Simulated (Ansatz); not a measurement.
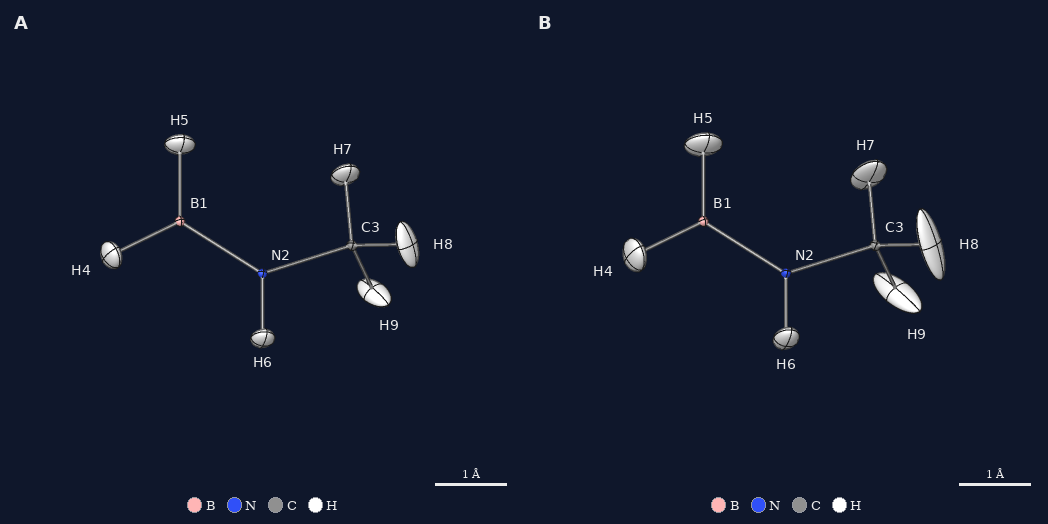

Displacement ellipsoids at the 50 % level, from the internal vibrations of the free molecule (harmonic, no overall translation or rotation; no half-axis is drawn under 0.075 Å). Vibrations computed with RKS PBE0-D4/def2-TZVP (Ansatz 0.2.0). One panel is for 200 K, the other for 600 K.

Which panel is for 600 K?

B.

How much does the mean-square displacement of H8 grow, and why?

U_eq goes from 0.0232 to 0.0489 Å², a factor of 2.1. Modes below kT (417 cm⁻¹ at 600 K) grow about in proportion to T, and the lowest lies at 183 cm⁻¹; the mean-square amplitude of a mode is its zero-point value times coth(ħω/2kT), which comes close to 1 only above about 3kT.
